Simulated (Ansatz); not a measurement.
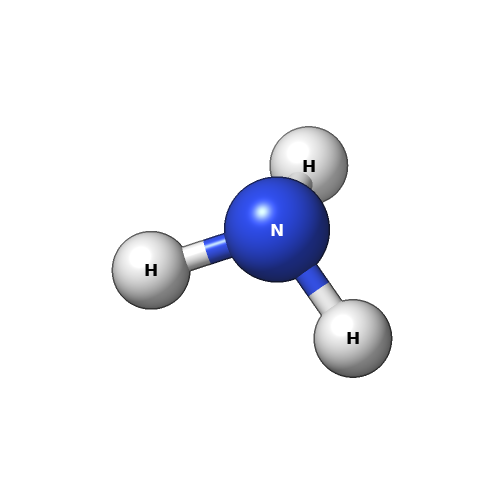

Ball-and-stick drawing of a structure. Every bond is drawn as one stick, whatever its order.

The computed structure is the end point of a PBE0-D4/def2-TZVP optimisation.

Description:

The molecule is NH₃. The point group is C3v. Coordination: 1 N trigonal pyramidal.

More results for the same structure follow; atom numbers are the same in all pictures, views and colours differ.

**Geometry**

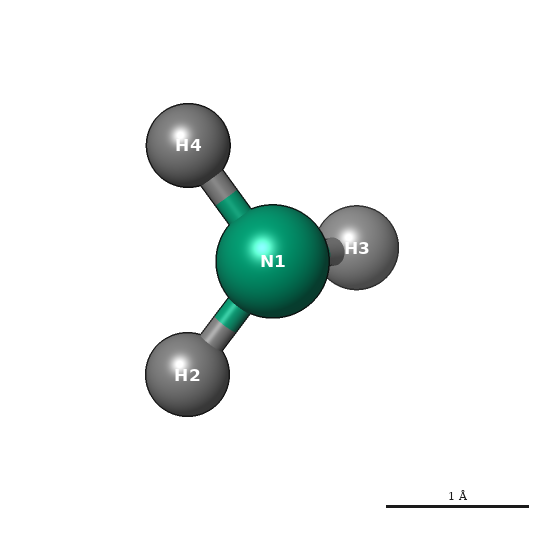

Numbered structure.

Give the bond lengths.

| bond | length (Å) |
| --- | --- |
| N1–H2 | 1.013 |
| N1–H3 | 1.013 |
| N1–H4 | 1.013 |

**Electronic properties**

Method: RKS PBE0-D4/def2-TZVP (Ansatz 0.2.0).

Predict the main results.

- dipole moment: 1.69 D
- harmonic zero-point energy: 90.5 kJ/mol

**Vibrations**

Harmonic vibrations computed with RKS PBE0-D4/def2-TZVP (Ansatz 0.2.0) at a stationary point of the same level.

**List the wavenumbers.**

6 modes: 1031, 1669, 1670, 3502, 3631, 3632 cm⁻¹.

**Thermal motion**

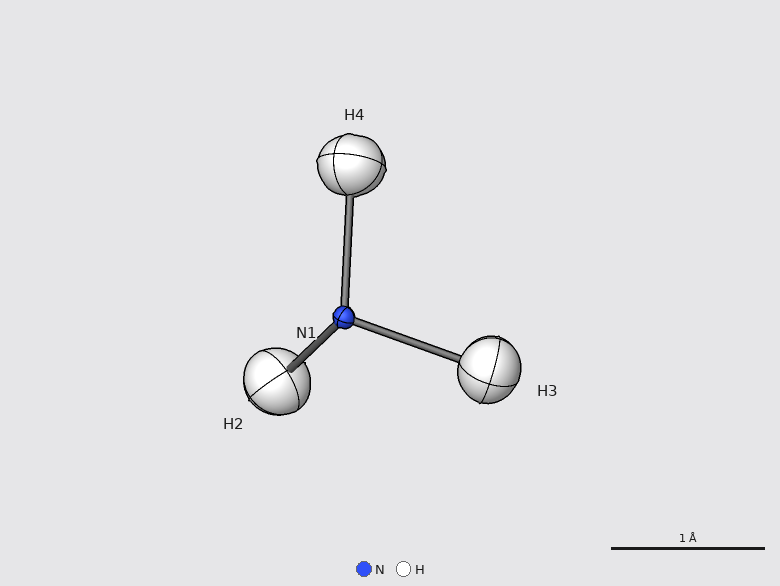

Displacement ellipsoids at the 50 % level, enlarged 2 times, from the internal vibrations of the free molecule (harmonic, no overall translation or rotation; no half-axis is drawn under 0.075 Å). Vibrations computed with RKS PBE0-D4/def2-TZVP (Ansatz 0.2.0). Temperature: 200 K.

**Which atom has the largest mean-square displacement?**

H2, H3, H4, with U_eq = 0.0051 Å².

Give the displacement parameters, one line for each set of equivalent atoms.

```csv
atom,U_eq (Å²),rms amplitudes (Å)
N1,0.00011,"0.008, 0.008, 0.014"
"H2, H3, H4",0.0051,"0.066, 0.073, 0.074"
```
